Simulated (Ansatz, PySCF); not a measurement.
SiH4 (SMILES [SiH4]) and SiH4 (SMILES [SiH4]) are pulled apart as rigid monomers along the line of their centres of mass, from the B3LYP-D3(BJ)/def2-TZVP minimum. Starting geometry (charge 0, multiplicity 1):
```
atom    x (Å)    y (Å)    z (Å)
----  -------  -------  -------
Si    -0.1623  -0.0385  -0.1010
H      0.1462   0.3049  -1.5079
H     -0.4820  -1.4797  -0.0011
H     -1.3183   0.7603   0.3621
H      1.0137   0.2642   0.7458
Si     0.1623   0.0404   3.9010
H      1.5663  -0.4012   3.7488
H     -0.7106  -0.7906   3.0412
H      0.0405   1.4587   3.4978
H     -0.2549  -0.1113   5.3136
```

Interaction energies with rigid monomers; basis-set methods are counterpoise corrected unless marked otherwise.

Frozen-core correlation. Rows in 6-31G* carry no dispersion term and start afresh at each structure (6-31G* with six Cartesian d functions). MP2/6-31G* freezes PySCF's default core.

Codes used: Ansatz (Gaussian orbitals); PySCF for 6-31G* rows, the dispersion terms. 

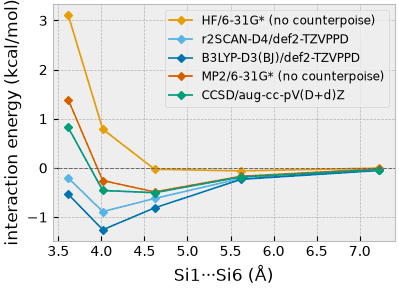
Interaction energy against separation

### Question
Which level binds most strongly at Si1···Si6 = 4.02, and by how much?

### Answer
B3LYP-D3(BJ)/def2-TZVPPD, -1.3 kcal/mol.

Ansatz is a program for electronic structure.
